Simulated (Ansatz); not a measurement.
Relaxed AlN (wurtzite):

```
CELL_PARAMETERS angstrom
      3.11382     0.00000     0.00000
     -1.55691     2.69665     0.00000
      0.00000     0.00000     4.98358
ATOMIC_POSITIONS crystal
  Al 0.33333 0.66667 0.99641
  Al 0.66667 0.33333 0.49641
  N  0.33333 0.66667 0.37839
  N  0.66667 0.33333 0.87839
```

In each cell atom 2 (Al, nearest neighbour N at 1.892 Å; its periodic images, 3.1 Å or more away, move with it) moves by s·(0.577, 0.577, 0.577) (along Cartesian [111]), the rest being held.

Computed with PBEsol (plane waves to 420 eV, PAW, scalar-relativistic; Ansatz, a quantum-chemistry and plane-wave program). k mesh 10×10×6 (Γ-centred), Fermi-Dirac smearing 0.05 eV. The energy includes the smearing's −TS. F⊥ is the part of the force across the line. AlN was relaxed with its symmetry unable to fall. ΔE is measured from the undisplaced structure.

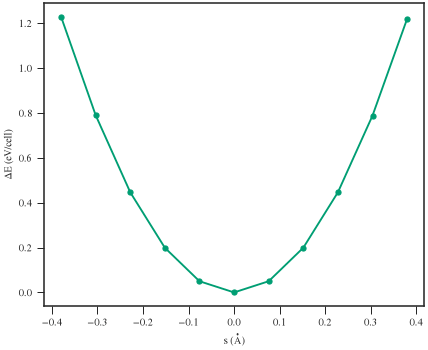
Figure: ΔE (eV/cell) against s (Å); one marker a computed point.

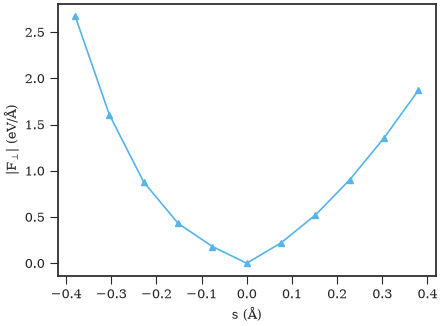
|F⊥| (eV/Å) against s (Å); one marker a computed point.

The force along the line at s = -0.380 Å is 6.39 eV/Å. The energy at s = 0.380 Å comes out as 1220 meV/cell and the force constant k = d²E/ds² at s = 0 (finite differences) comes out as 17.3 eV/Å². Harmonic estimate at the end of the scan: ½ks² = 1247 meV/cell against the computed 1220 meV/cell, so the well is close to harmonic there. Shape of the curve: a single well with its minimum at or next to zero displacement.

The forces along the line at the two nearest points give (1.310 − (-1.312)) / (2·0.076) = 17.25 eV/Å²; the next pair corrects for the finite step.

(For displaced atoms, the force is minus the slope of the energy, and its curvature is a force constant, which sets phonon frequencies.)
